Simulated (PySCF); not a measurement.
# What a change does: NMR shielding calculation on C4H4F4O

System: C4H4F4O.
Method of the first run: GIAO PBE0/pcSseg-1 NMR shielding, non-relativistic, gas phase (PySCF 2.14.0).

The geometry comes from this level: GFN2-xTB, MD frame at 425 fs, 300 K. Text and figures count atoms from 1; the logs count them from 0 in places.

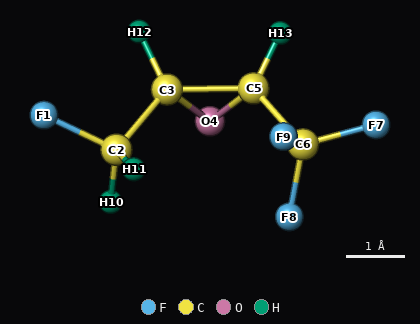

**Figure 1.** The structure (ball-and-stick view, seen at a tilt; atoms are numbered from 1 in the order of the input).

## Input file, the first run
```
{"job": {"kind": "nmr", "xc": "PBE0", "basis": "pcSseg-1", "pop": false}, "charge": 0, "multiplicity": 1}
F      2.295700    -0.283700     0.204600
C      0.983300    -0.622900    -0.135500
C      0.134300    -0.215800     1.045800
O     -0.779100    -1.230500     1.402500
C     -1.348800    -0.011700     1.059400
C     -2.180700     0.016700    -0.242400
F     -3.411900     0.367200     0.046300
F     -2.108600    -1.177000    -0.835100
F     -1.678600     0.960300    -1.064400
H      0.929800    -1.688600    -0.344100
H      0.776100    -0.141100    -1.075400
H      0.676400     0.282800     1.900600
H     -1.731900     0.649800     1.805200
```

The first line tells a small driver script what to run in PySCF; the rest is the geometry in Å.

Command:
```bash
OMP_NUM_THREADS=1 python <driver script> task.json out
```

Hardware: 1 CPU thread, shared host.

## Output (the first run)
```
coarse grid: 12256 points
cycle   1  E = -628.4010591417  dE =  1.591e+00  |g| = 1.080e+00  |ddm| = 3.215e+00
cycle   2  E = -628.1211774846  dE =  2.799e-01  |g| = 1.724e+00  |ddm| = 1.655e+00
cycle   3  E = -628.5946275353  dE = -4.735e-01  |g| = 1.168e-01  |ddm| = 1.094e+00
cycle   4  E = -628.5960398707  dE = -1.412e-03  |g| = 7.845e-02  |ddm| = 1.107e-01
cycle   5  E = -628.5970600355  dE = -1.020e-03  |g| = 1.122e-02  |ddm| = 5.102e-02
cycle   6  E = -628.5970791417  dE = -1.911e-05  |g| = 3.697e-03  |ddm| = 9.977e-03
cycle   7  E = -628.5970818596  dE = -2.718e-06  |g| = 6.354e-04  |ddm| = 2.833e-03
final grid: 123944 points
cycle   8  E = -628.6872738103  dE = -5.115e-05  |g| = 1.141e-02  |ddm| = 2.959e-02
cycle   9  E = -628.6872407441  dE =  3.307e-05  |g| = 1.810e-02  |ddm| = 1.686e-02
cycle  10  E = -628.6872968369  dE = -5.609e-05  |g| = 1.257e-03  |ddm| = 1.047e-02
cycle  11  E = -628.6872971401  dE = -3.032e-07  |g| = 3.694e-04  |ddm| = 1.123e-03
cycle  12  E = -628.6872971587  dE = -1.864e-08  |g| = 1.390e-04  |ddm| = 3.167e-04
cycle  13  E = -628.6872971615  dE = -2.817e-09  |g| = 2.142e-05  |ddm| = 9.651e-05
cycle  14  E = -628.6872971616  dE = -7.458e-11  |g| = 6.360e-06  |ddm| = 1.961e-05
converged SCF energy = -628.6872971616

GIAO shielding tensors (ppm)
atom      isotropic    diamagn.    paramagn.     s11        s22        s33       span
  0 F      417.907     470.937     -53.030    365.775    407.185    480.760    114.985
  1 C      101.484     242.042    -140.558     69.254     77.644    157.553     88.299
  2 C      130.713     248.523    -117.810     84.759    120.335    187.044    102.285
  3 O      277.929     397.071    -119.141    112.139    342.751    378.898    266.759
  4 C      127.989     257.651    -129.663     84.143    121.950    177.873     93.731
  5 C       55.628     243.709    -188.081     51.635     53.217     62.033     10.398
  6 F      259.834     467.586    -207.751    188.293    263.167    328.044    139.752
  7 F      268.158     473.844    -205.687    187.707    282.434    334.332    146.625
  8 F      255.269     476.841    -221.572    174.321    244.555    346.932    172.611
  9 H       26.895      28.477      -1.582     22.738     28.927     29.020      6.282
 10 H       26.809      29.675      -2.866     21.938     27.912     30.578      8.640
 11 H       27.726      28.939      -1.212     21.948     25.836     35.395     13.447
 12 H       29.006      30.929      -1.922     23.176     27.795     36.048     12.872
```

For the second run the input was changed thus:
```diff
-F      2.295700    -0.283700     0.204600
-C      0.983300    -0.622900    -0.135500
-C      0.134300    -0.215800     1.045800
-O     -0.779100    -1.230500     1.402500
-C     -1.348800    -0.011700     1.059400
-C     -2.180700     0.016700    -0.242400
-F     -3.411900     0.367200     0.046300
-F     -2.108600    -1.177000    -0.835100
-F     -1.678600     0.960300    -1.064400
-H      0.929800    -1.688600    -0.344100
-H      0.776100    -0.141100    -1.075400
-H      0.676400     0.282800     1.900600
-H     -1.731900     0.649800     1.805200
+F      2.230500     0.284300    -0.413800
+C      1.140500    -0.559000    -0.536800
+C      0.368100    -0.285700     0.727200
+O     -0.586700    -1.246900     1.079400
+C     -1.001500     0.027900     0.984100
+C     -1.778000     0.498800    -0.219700
+F     -2.938600     0.907700     0.160100
+F     -1.895400    -0.403800    -1.203100
+F     -1.221300     1.515700    -0.883400
+H      1.472900    -1.646300    -0.616800
+H      0.605600    -0.447500    -1.458100
+H      1.002200    -0.004300     1.513800
+H     -1.294900     0.583800     1.913100
```

What does this change do to the results?

With the same method and basis, the second run lies 7.0 kcal/mol higher. The HOMO goes from −8.57 to −8.92 eV. Of all shieldings, the largest change is that of O4, by +28.8 ppm. The number of SCF iterations is the same.

## Output (the second run)
```
coarse grid: 12256 points
cycle   1  E = -628.4045315565  dE =  1.852e+00  |g| = 1.058e+00  |ddm| = 3.249e+00
cycle   2  E = -628.1687651727  dE =  2.358e-01  |g| = 1.636e+00  |ddm| = 1.561e+00
cycle   3  E = -628.5863094291  dE = -4.175e-01  |g| = 1.066e-01  |ddm| = 1.021e+00
cycle   4  E = -628.5874821387  dE = -1.173e-03  |g| = 7.193e-02  |ddm| = 1.077e-01
cycle   5  E = -628.5883292303  dE = -8.471e-04  |g| = 1.053e-02  |ddm| = 4.991e-02
cycle   6  E = -628.5883465125  dE = -1.728e-05  |g| = 3.551e-03  |ddm| = 9.931e-03
cycle   7  E = -628.5883489552  dE = -2.443e-06  |g| = 5.260e-04  |ddm| = 2.759e-03
final grid: 123944 points
cycle   8  E = -628.6760867439  dE = -4.835e-05  |g| = 1.043e-02  |ddm| = 3.051e-02
cycle   9  E = -628.6760601283  dE =  2.662e-05  |g| = 1.636e-02  |ddm| = 1.565e-02
cycle  10  E = -628.6761060346  dE = -4.591e-05  |g| = 1.058e-03  |ddm| = 9.794e-03
cycle  11  E = -628.6761062454  dE = -2.108e-07  |g| = 3.474e-04  |ddm| = 9.981e-04
cycle  12  E = -628.6761062627  dE = -1.722e-08  |g| = 1.239e-04  |ddm| = 3.045e-04
cycle  13  E = -628.6761062648  dE = -2.176e-09  |g| = 2.041e-05  |ddm| = 8.627e-05
cycle  14  E = -628.6761062649  dE = -6.935e-11  |g| = 4.911e-06  |ddm| = 2.060e-05
converged SCF energy = -628.6761062649

GIAO shielding tensors (ppm)
atom      isotropic    diamagn.    paramagn.     s11        s22        s33       span
  0 F      423.318     470.905     -47.586    391.686    410.530    467.740     76.054
  1 C      103.945     241.757    -137.812     69.025     77.950    164.861     95.836
  2 C      140.865     249.221    -108.356     86.565    142.357    193.672    107.107
  3 O      306.726     396.392     -89.666    141.838    375.552    402.787    260.949
  4 C      130.408     254.629    -124.222     91.575    129.391    170.257     78.682
  5 C       58.347     239.814    -181.467     45.529     59.079     70.432     24.903
  6 F      260.022     468.180    -208.158    186.395    271.312    322.360    135.965
  7 F      264.732     474.734    -210.002    173.606    275.929    344.660    171.054
  8 F      247.667     475.927    -228.260    172.519    226.485    343.999    171.480
  9 H       25.908      26.562      -0.654     21.999     26.248     29.477      7.478
 10 H       27.115      29.140      -2.024     23.613     27.940     29.792      6.179
 11 H       29.806      31.307      -1.501     23.406     28.134     37.879     14.473
 12 H       27.604      28.865      -1.262     21.535     26.323     34.953     13.418
```

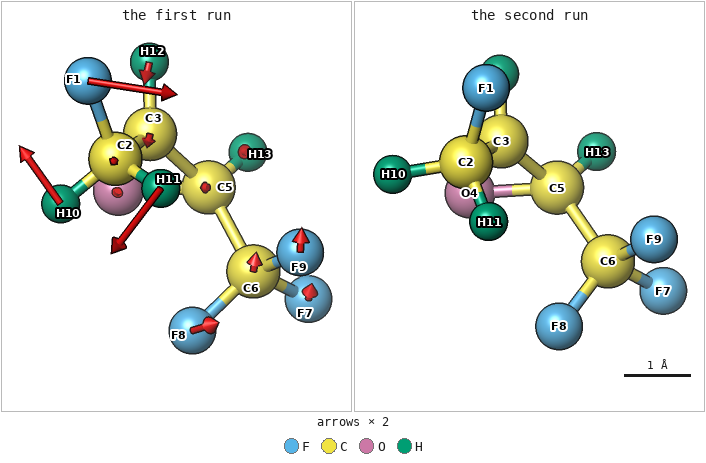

**Figure 2.** The two input geometries at one scale (ball-and-stick view, seen at a tilt). The red arrows on the first give the shifts of the atoms after the best rigid fit, magnified 2 times. The atom that moves furthest after the best rigid fit is F1 (0.71 Å). Largest moves by element: F 0.71 Å, H 0.69 Å, C 0.17 Å, O 0.09 Å. Among the contacts that change: C3–H12 1.128 → 1.049 Å, C3–C5 1.497 → 1.428 Å, C5–H13 1.068 → 1.122 Å, C2–H10 1.087 → 1.140 Å.

## The two runs side by side

```tsv
quantity	the first run	the second run
outcome	converged	converged
total energy (hartree)	−628.687297	−628.676106
HOMO (eV)	−8.57	−8.92
LUMO (eV)	1.12	1.11
dipole moment (D)	1.18	1.20
shielding of F1 (ppm)	417.9	423.3
shielding of C2 (ppm)	101.5	103.9
shielding of C3 (ppm)	130.7	140.9
shielding of O4 (ppm)	277.9	306.7
shielding of C6 (ppm)	55.6	58.3
shielding of F8 (ppm)	268.2	264.7
shielding of F9 (ppm)	255.3	247.7
SCF iterations	14	14
basis functions	173	173
wall time (shared host)	49 s	54 s
```
